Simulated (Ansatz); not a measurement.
**Loss of H2: C2H3Cl2Ga → C2HCl2Ga + H2**

Species: C2H3Cl2Ga `C=[CH][Ga]([Cl])[Cl]`, singlet; C2HCl2Ga `C#[C][Ga]([Cl])[Cl]`, singlet; H2 (hydrogen), singlet. This is a balance of energies; it says nothing on the path, which may need atoms to shift.

Shapes, held fixed at every level: PBE0-D4/def2-TZVP. Programs: Ansatz 0.2.0. The zero-point and thermal change to 298 K, harmonic and unscaled (PBE0-D4/def2-TZVP), is -27.3 kJ/mol.

```
                level                    kind  ΔH(298 K) (kJ/mol)  less CCSD(T)/def2-TZVPP  CPU time (sum over the molecules)
 r2SCAN-D4/def2-TZVPP                meta-GGA              +169.2                    +17.9                               31 s
  BHLYP-D4/def2-TZVPP           global hybrid              +172.6                    +21.3                               23 s
r2SCAN0-D4/def2-TZVPP           global hybrid              +177.9                    +26.6                               38 s
   wB97M-V/def2-TZVPP  range-separated hybrid              +162.9                    +11.6                               76 s
    B2PLYP/def2-TZVPP           double hybrid              +150.3                     -1.0                               33 s
         MP2/def2-SVP     perturbation theory              +149.5                     -1.8                                  –
     CCSD(T)/def2-SVP   coupled cluster or CI              +157.9                     +6.6                               34 s
   CCSD(T)/def2-TZVPP   coupled cluster or CI              +151.3                      0.0                             13 min
```

The highest level, CCSD(T)/def2-TZVPP, gives ΔH(298 K) = +151.3 kJ/mol; the levels span +149.5 to +177.9. The column of differences is taken from that level and isn't an error. No measured value is set beside it here. Relativity is left out for Ga. Outer-core shells of Ga are correlated, in sets that cover them unevenly. Times are processor times on shared x86 and Arm servers, and rough.

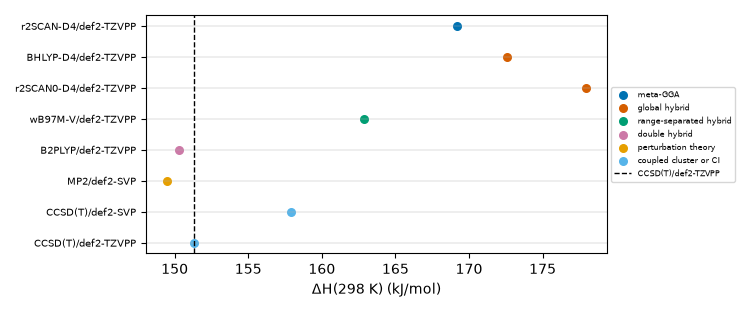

The values of the table, level by level.
